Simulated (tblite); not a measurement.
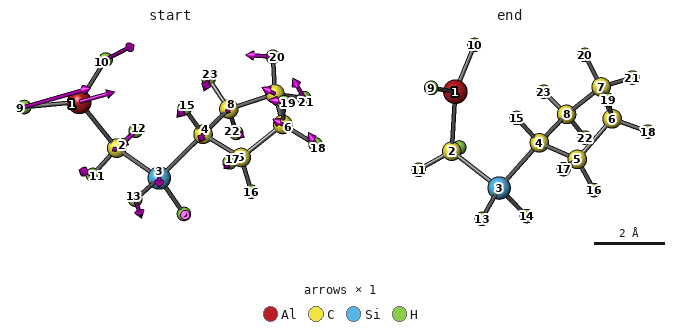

The structure of C6H15AlSi before (left) and after (right) a relaxation, at one scale. The purple arrows give the displacements, at their true length.

The picture is a ball-and-stick view, seen at a tilt.

Computed with GFN2-xTB geometry optimisation, gas phase in tblite. 

Q: Summarise the run.

A: The atom that moves furthest after the best rigid fit is H9 (2.41 Å). Largest moves by element: H 2.41 Å, Al 1.07 Å, C 0.47 Å, Si 0.39 Å. Some distances before and after: Al1–H15 3.332 → 2.208 Å, Al1–C4 3.753 → 2.878 Å, Al1–H10 1.604 → 1.554 Å, C2–Si3 1.859 → 1.906 Å. Among the angles between lasting bonds that change: Al1–C2–Si3 111.1° → 102.5°, C2–Si3–C4 110.0° → 103.2°, Al1–C2–H11 109.0° → 115.8°. Groups turn about Al1–C2 by about 45°, C2–Si3 by about 40°. After 204 geometry steps the energy has fallen by 0.361 eV.
